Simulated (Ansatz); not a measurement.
# AlF3 (SMILES F[Al](F)F) at MP2/6-311++G(2d,2p) (density fitting with def2-universal-jkfit, def2-TZVP-rifit for correlation, start density atoms)

Wanted: a structure relaxation of AlF3. 

The calculation is run with Ansatz 0.2.0.

2 further runs of the same task are left out: 1 that didn't finish, 1 set aside as unsound or not needed. Runs told in other sessions of the task aren't counted.

## (1) The system as given

AlF3: 4 atoms, total charge 0, spin state singlet. SMILES: `F[Al](F)F`. The shape is that of a PBE0-D4/def2-TZVP optimisation. The run starts from this shape.

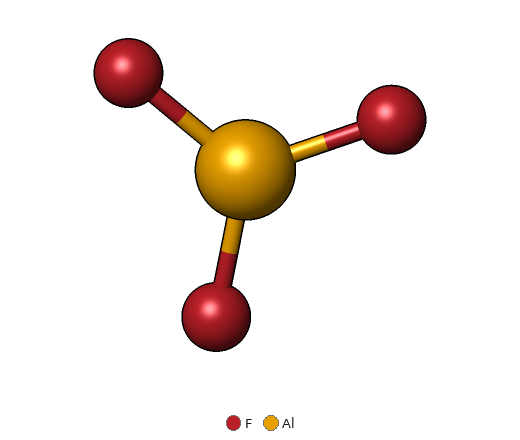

Viewed from a chosen angle; fluorine red, aluminium amber.

## (2) A structure relaxation at MP2/6-311++G(2d,2p) (density fitting with def2-universal-jkfit, def2-TZVP-rifit for correlation, start density atoms)

input.yaml reads:

```yaml
crystal:
  periodic: [false, false, false]
  atoms:
    - {symbol: F, position_ang: [0.859410, -0.722590, 1.180170]}
    - {symbol: Al, position_ang: [-0.000000, -0.000010, -0.000000]}
    - {symbol: F, position_ang: [-1.440740, -0.612530, -0.450110]}
    - {symbol: F, position_ang: [0.581330, 1.335130, -0.730040]}
basis:
  gaussian:
    orbitals: 6-311++G_2d_2p_.json
    fitting: {mean_field: def2-universal-jkfit, correlation: def2-TZVP-rifit.json}
correlation: {method: mp2, electrons: all}
relax: {f_tol: 0.005}
accuracy: high
```

The basis set 6-311++G(2d,2p) is read from a file made from the Basis Set Exchange's data (not shown).

On the command line:

```sh
$ ansatz run input.yaml --threads 1 --pin off --max-ram 3480MiB --events-out events.jsonl --progress --plain --runs-dir runs
```

The log of the run (excerpt; [...] marks lines left out):

```text
Warning: RAYON_NUM_THREADS=1 ignored (pool sized by the plan → 1); use --threads N
[...]
Functional definition: HF
  name "HF"
[...]
359 factors; integrals over basis functions are off by at most 1.0e0 eV
341 factors; integrals over basis functions are off by at most 2.7e0 eV
[...]
mean field -14709.83780476 eV, -540.5765686388 hartree, gradient 1.8e-8 eV, S^2 0.000000; 0 other end points of the search recorded, 0 dependent functions left out
reference -14709.83780476 eV, -540.5765686388 hartree; 20, 20 occupied and 96, 96 virtual orbitals, 341 factors
second order -25.81212952 eV of doubles, -0.00000000 eV of singles
[...]
relax step   1: F+E_penalty+E_count = -14735.64993428 eV  Δ(F+E_penalty+E_count) = +0.000e0 eV  max|allowed force component| = 3.314e-1 eV/Å  Δτ_max = 0.0000 Å  (38 SCF iters, accepted)
[...]
relax step   3: F+E_penalty+E_count = -14735.63580446 eV  Δ(F+E_penalty+E_count) = +1.829e-2 eV  max|allowed force component| = 3.374e-1 eV/Å  Δτ_max = 0.0624 Å  (38 SCF iters, rejected (line search))
[...]
relax step   4: F+E_penalty+E_count = -14735.65605197 eV  Δ(F+E_penalty+E_count) = -1.957e-3 eV  max|allowed force component| = 1.743e-3 eV/Å  Δτ_max = 0.0063 Å  (33 SCF iters, accepted)
[...]
359 factors; integrals over basis functions are off by at most 1.0e0 eV
341 factors; integrals over basis functions are off by at most 2.7e0 eV
[...]
mean field -14709.81494939 eV, -540.5757287194 hartree, gradient 2.7e-8 eV, S^2 0.000000; 1 other end points of the search recorded, 0 dependent functions left out
reference -14709.81494939 eV, -540.5757287194 hartree; 20, 20 occupied and 96, 96 virtual orbitals, 341 factors
second order -25.84110258 eV of doubles, -0.00000000 eV of singles
[...]
Total energy: -14735.65605197 eV, -541.5253717234 hartree
Atom 0 at     0.865154    -0.727409     1.188206 Å, force     0.000399    -0.000521    -0.000557 eV/Å
Atom 1 at     0.000148    -0.000191    -0.000219 Å, force    -0.001163     0.001505     0.001743 eV/Å
Atom 2 at    -1.450505    -0.616604    -0.453070 Å, force     0.000360    -0.000519    -0.000585 eV/Å
Atom 3 at     0.585203     1.344204    -0.734897 Å, force     0.000404    -0.000464    -0.000602 eV/Å
Dipole moment:     0.000338    -0.000433    -0.000506 e Å
Checks for a lower state left out: cluster_reference
```

It took 6 s on 1 thread of Intel Xeon 6975P-C (Granite Rapids), shared host; peak memory 0.18 GiB.

Step by step:

```tsv
step	energy from the first frame kept (eV)	largest force (eV/Å)
1	0.0000	0.3748
2	-0.0042	0.2102
3	0.0141	0.4947
4	-0.0061	0.0026
```

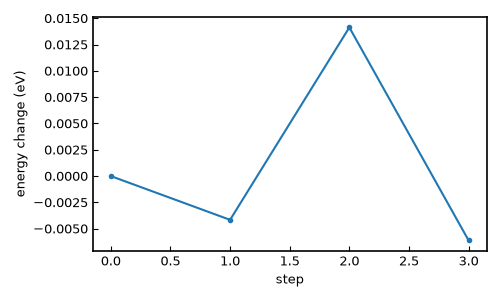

Energy along the run.

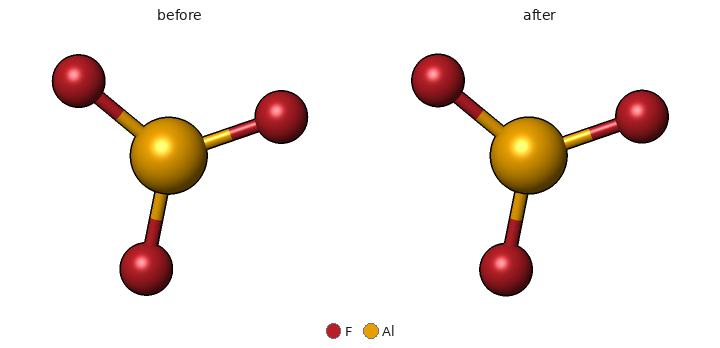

Before and after, at one scale.

After the run. Bond lengths: F1–Al2 1.640 Å, Al2–F3 1.640 Å, Al2–F4 1.640 Å. Angles: F1–Al2–F3 120.0°, F1–Al2–F4 120.0°, F3–Al2–F4 120.0°.

## (3) Results

At MP2/6-311++G(2d,2p) (density fitting with def2-universal-jkfit, def2-TZVP-rifit for correlation, start density atoms):

| quantity | value |
| --- | --- |
| total energy at the end | -541.52537 Eh |
| dipole moment (correlated density) | 0.00 D |
| correlation energy | -949.6 mEh |

At the final geometry: Bond lengths: F1–Al2 1.640 Å, Al2–F3 1.640 Å, Al2–F4 1.640 Å. Angles: F1–Al2–F3 120.0°, F1–Al2–F4 120.0°, F3–Al2–F4 120.0°. The optimisation took 3 steps and changed the energy by -0.006 eV. Mulliken charges run from -0.50 on F4 to +1.49 on Al2; in a basis this large or diffuse they mean little.
